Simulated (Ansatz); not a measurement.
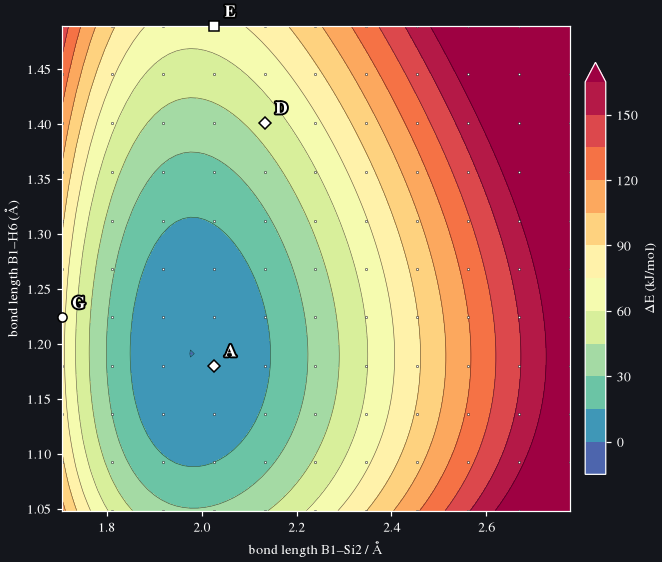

B₂H₄SSi, SMILES B[SiH]1BS1. The first coordinate is: bond length B1–Si2; the second: bond length B1–H6. Nothing is relaxed (all other coordinates rigid). The scan uses an 11 × 11 grid. Points are written as (first, second). Energies: kJ/mol, counted from the relaxed molecule at the same level. The restricted reference is unstable at some or all points, so the energies there are unreliable. Theory: RHF-MP2, frozen core/def2-TZVP (Ansatz 0.2.0).

The picture shows filled contours, dots at the grid points, one colour for all values above the top of the scale, lettered points. Between grid points the surface is interpolated.

Is E the lowest point of the computed grid?

Answer. No. E lies 67 kJ/mol above the lowest grid point, which is at (2.026 Å, 1.180 Å).

Rank the lettered points by energy, lowest first.

Answer. A (1.4 kJ/mol), D (51 kJ/mol), E (69 kJ/mol), G (80 kJ/mol).
